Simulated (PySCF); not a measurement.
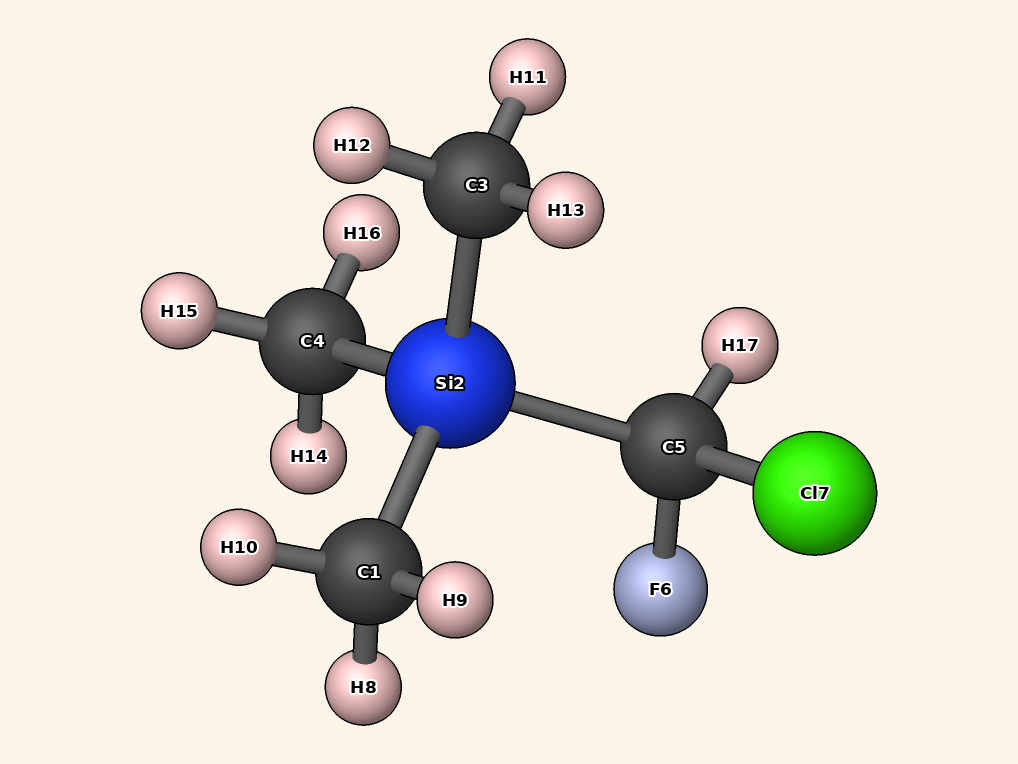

The thickness of each stick grows with its Mayer bond order. Computed geometry: PBE0-D3(BJ)/def2-SVP optimisation. No frequency run is at hand to confirm it as a minimum. Method: PBE0/pcSseg-1 (PySCF 2.14.0).

Question: Which bond between heavy atoms has the lowest Mayer bond order?

Answer: Si2–C5, 0.76, at 1.922 Å.

List the Mayer bond orders of C1–Si2, Si2–C3, Si2–C4, Si2–C5, C5–F6, C5–Cl7 (bonds between heavy atoms, one of each equivalent set).

| bond | Mayer order | length (Å) |
| --- | --- | --- |
| C1–Si2 | 1.01 | 1.871 |
| Si2–C3 | 0.99 | 1.874 |
| Si2–C4 | 0.99 | 1.877 |
| Si2–C5 | 0.76 | 1.922 |
| C5–F6 | 0.88 | 1.365 |
| C5–Cl7 | 0.98 | 1.798 |
